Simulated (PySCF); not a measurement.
**Frequency calculation, with input and output: SSF2**

- system: SSF2
- method: RKS-based PBE0, S def2-TZVP, F def2-TZVP; non-relativistic Hamiltonian; density fitting (PySCF 2.14.0)

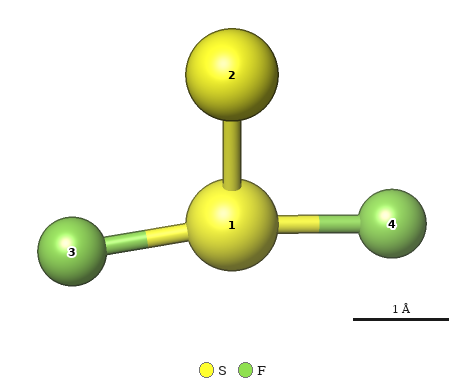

The input geometry (ball-and-stick view, seen at a tilt; atoms are numbered from 1 in the order of the input). Bond lengths as drawn: F–S 1.71 Å and S–S 1.87 Å.

Input
```python
from pyscf import gto, scf, dft
mol = gto.M(atom='''
S      0.263560     0.456492     0.000000
S     -0.672922    -1.165519     0.000000
F      1.820425    -0.255054     0.000000
F     -1.131079     1.449021     0.000000''',
    basis={'S': 'def2-TZVP', 'F': 'def2-TZVP'},
    charge=0, spin=0)
mf = dft.RKS(mol, xc='PBE0')
mf.grids.atom_grid = (75, 302)
aux = {'S': 'def2-universal-JKFIT', 'F': 'def2-universal-JKFIT'}
mf = mf.density_fit(auxbasis=aux)
mf.conv_tol = 1e-09
mf.diis_space = 10
mf.max_cycle = 60
mf.verbose = 4
mf.kernel()
```

The script is an equivalent of the set-up of the self-consistent field. The run itself was carried out by a driver, which started from the orbitals of the step before it where there was one and computed the further properties.

Launch command:
```bash
OMP_NUM_THREADS=4 python axn.py task.json out
```

The program's output
```
init E= -995.640498065261
  HOMO = -0.312646927480651  LUMO = -0.192212849610335  gap/eV = 3.27718
cycle= 1 E= -995.640498065146  delta_E= 1.16e-10  |g|= 2.52e-05  |ddm|= 2.54e-05
  HOMO = -0.312642786989738  LUMO = -0.192212138376917  gap/eV = 3.27708
cycle= 2 E= -995.640498064417  delta_E= 7.29e-10  |g|= 6.05e-05  |ddm|= 6.18e-05
  HOMO = -0.312645629488645  LUMO = -0.192212340697537  gap/eV = 3.27716
cycle= 3 E= -995.640498065285  delta_E= -8.68e-10  |g|= 3.28e-06  |ddm|= 4.55e-05
  HOMO = -0.312645566694693  LUMO = -0.192212469940451  gap/eV = 3.27715
cycle= 4 E= -995.640498065289  delta_E= -3.87e-12  |g|= 3.52e-07  |ddm|= 2.51e-06
  HOMO = -0.312645682013255  LUMO = -0.192212515936923  gap/eV = 3.27715
Extra cycle  E= -995.640498065287  delta_E= 1.59e-12  |g|= 5.36e-07  |ddm|= 7.45e-07
converged SCF energy = -995.640498065287
```

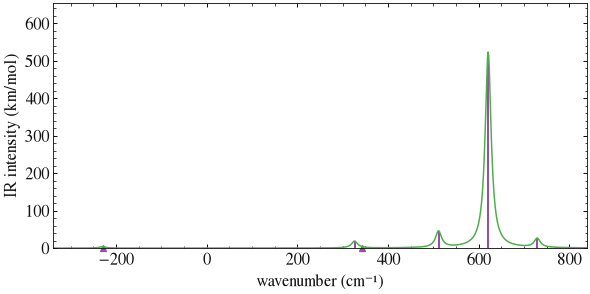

Harmonic infrared spectrum, unscaled: sticks (degenerate modes added up, dark ones marked on the axis) with a Lorentzian envelope of 16 cm⁻¹ full width, scaled to the tallest stick; imaginary modes are drawn at negative wavenumbers. 6 modes from 230i to 729 cm⁻¹, 1 imaginary beyond 8i (230i cm⁻¹): a first-order saddle point, if the geometry is stationary. The strongest line is at 621 cm⁻¹ (523 km/mol). All modes, in cm⁻¹ (km/mol): 230i (3.9), 326 (18.4), 343 (0.1), 511 (44), 621 (523), 729 (24).

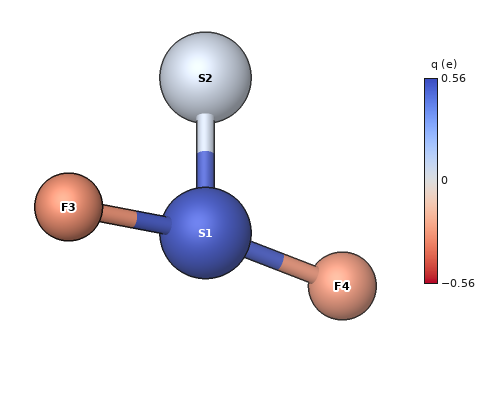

Mulliken charges, as the colour of each atom (ball-and-stick view, seen at a tilt; atoms are numbered from 1 in the order of the input). By element: S +0.06 to +0.53 and F −0.29 e.

Results in brief

```tsv
quantity	value
outcome	converged
total energy	−995.640498 hartree
HOMO	−8.51 eV
LUMO	−5.23 eV
zero-point energy	0.005765 hartree
dipole moment	1.18 D
wavenumbers, lowest and highest	230i and 729 cm⁻¹
hardware	4 threads of Intel Xeon (Granite Rapids), 128 GiB of memory available, shared host
wall time	29 s (CPU time 95 s)
peak memory	1.5 GiB
```
